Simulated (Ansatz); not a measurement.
Run report: CH4NZn (charge +1), single-point calculation

The run: single-point calculation of CH4NZn, charge +1. Method and program: RKS B3LYP-D4/def2-TZVPP (Ansatz 0.2.0).

The geometry comes from this level: PBE0-D4/def2-TZVP.

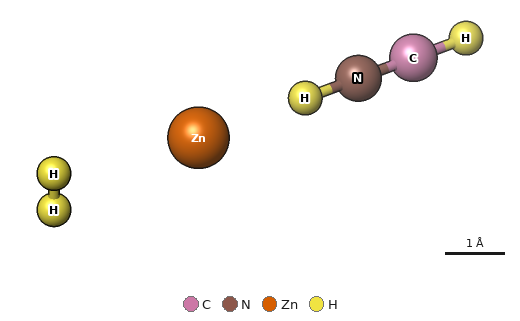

Figure 1. The structure as given in the input (ball-and-stick view, seen at a tilt). Sticks mark near contacts.

**Input**
```yaml
crystal:
  periodic: [false, false, false]
  atoms:
    - {symbol: C, position_ang: [-1.976126, 1.160760, 0.280110]}
    - {symbol: N, position_ang: [-1.024767, 0.565103, 0.138347]}
    - {symbol: Zn, position_ang: [1.729493, -1.165765, -0.278240]}
    - {symbol: H, position_ang: [4.153769, -2.921563, -0.335823]}
    - {symbol: H, position_ang: [-2.884156, 1.729392, 0.415640]}
    - {symbol: H, position_ang: [-0.109026, -0.009631, 0.000931]}
    - {symbol: H, position_ang: [4.300260, -2.537713, -0.961893]}
basis:
  gaussian: {orbitals: def2-TZVPP}
total_charge: 1
hamiltonian: {xc: {name: B3LYP}, dispersion: d4}
```

Run as:
```bash
ansatz run in.yaml --threads 2 --pin off --events-out ev --progress --plain --max-ram 4352MiB
```

**Output**
```
Functional definition: B3LYP
  name "B3LYP"
  cite "Stephens, Devlin, Chabalowski & Frisch, J. Phys. Chem. 98, 11623 (1994) doi:10.1021/j100096a001"
  cite "Becke, Phys. Rev. A 38, 3098 (1988) doi:10.1103/PhysRevA.38.3098"
  cite "Lee, Yang & Parr, Phys. Rev. B 37, 785 (1988) doi:10.1103/PhysRevB.37.785"
  cite "Vosko, Wilk & Nusair, Can. J. Phys. 58, 1200 (1980) doi:10.1139/p80-159"
  parameter a0 = 0.2
  parameter ax = 0.72
  parameter ac = 0.81
  exchange = (1 - a0 - ax)*slater_x + ax*b88_x + a0*exact_x
  correlation = (1 - ac)*vwn_rpa_c + ac*lyp_c
1135 factors; their error is unknown
mean field evaluation 1: about -50955.0676 eV, gradient 1.2e2 eV
mean field evaluation 2: about -50521.5802 eV, gradient 2.7e2 eV
mean field evaluation 4: about -51003.1331 eV, gradient 3.1e1 eV
mean field evaluation 8: about -51004.7852 eV, gradient 1.0e0 eV
mean field evaluation 16: about -51004.8525 eV, gradient 9.2e-5 eV
mean field -51004.85247842 eV, -1874.3937562513 hartree, gradient 3.6e-5 eV, S^2 0.000000; 0 other end points of the search recorded, 0 dependent functions left out
reference -51004.85275081 eV, -1874.3937662615 hartree; 23, 23 occupied and 159, 159 virtual orbitals, 1135 factors
Total energy: -51004.97482120 eV, -1874.3982522656 hartree
```

**Summary**

- outcome: converged
- total energy: −51004.9748 eV
- mean-field energy: −51004.8528 eV
- dispersion energy: −0.1221 eV
- SCF solution under orbital rotations: stable
- hardware: 2 threads of Intel Xeon @ 2.50GHz, 11 GiB of memory available, shared host
- wall time: 3.9 s (CPU time 7.3 s)
- peak memory: 0.27 GiB
